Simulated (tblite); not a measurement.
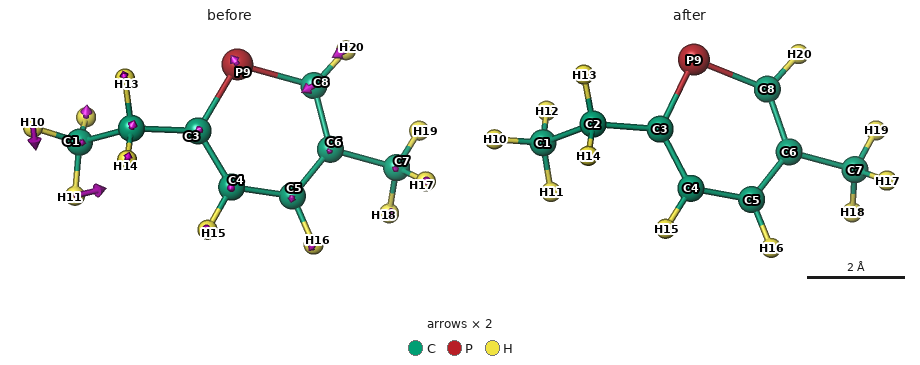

The structure of C8H11P before (left) and after (right) a relaxation, at one scale. The purple arrows give the displacements, magnified 2 times.

Style: ball-and-stick. Shown at a tilt.

Theory: GFN2-xTB geometry optimisation, gas phase in tblite. 

Question: What changed between the two?

Answer: The atom that moves furthest after the best rigid fit is H11 (0.41 Å). Largest moves by element: H 0.41 Å, C 0.16 Å, P 0.13 Å. Near-neighbour distances that change, for instance: C7–H18 1.133 → 1.089 Å, C1–C2 1.490 → 1.529 Å, C1–H10 1.124 → 1.087 Å, C3–C4 1.356 → 1.383 Å. Among the angles between lasting bonds that change: C6–C8–P9 115.7° → 126.5°, C3–P9–C8 110.6° → 100.7°, C4–C3–P9 115.7° → 123.2°. The energy falls by 61.2 kJ/mol in 64 geometry steps. Cost: 0.55 s on 1 thread of Arm Neoverse V1, with other jobs on the host.
